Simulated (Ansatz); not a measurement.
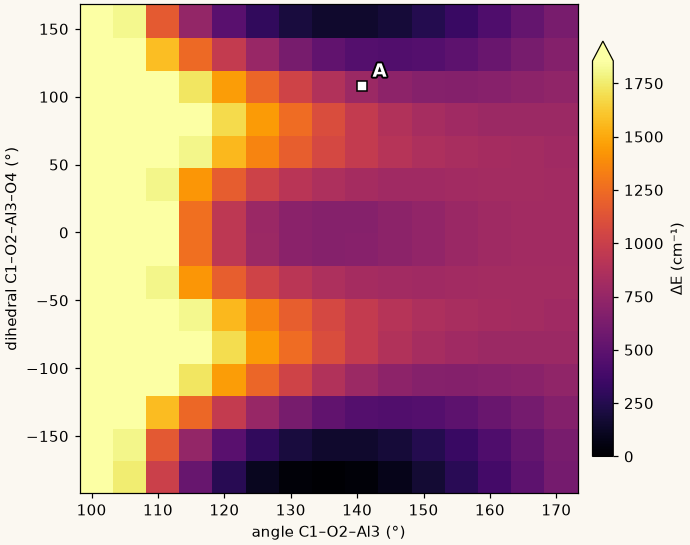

CH5AlO3, SMILES C[O][Al]([OH])[OH]. 
- First axis: angle C1–O2–Al3. Second axis: dihedral C1–O2–Al3–O4.
- Nothing is relaxed (all other coordinates rigid).
- The grid has 15 × 15 points.
- Energies are in cm⁻¹, from the lowest grid point.
- Level of theory: RKS SPW92 (LDA)/def2-SVP in Ansatz.

Drawn: one coloured cell a grid point, one colour for all values above the top of the scale, the point A.

### Which way does the force act at A, and how strong is it?

A, at angle C1–O2–Al3 = 140.7°, dihedral C1–O2–Al3–O4 = 108°, is not a stationary point. The computed force is 17 cm⁻¹ for each degree towards larger values of angle C1–O2–Al3 and 11 cm⁻¹ for each degree towards larger values of dihedral C1–O2–Al3–O4.
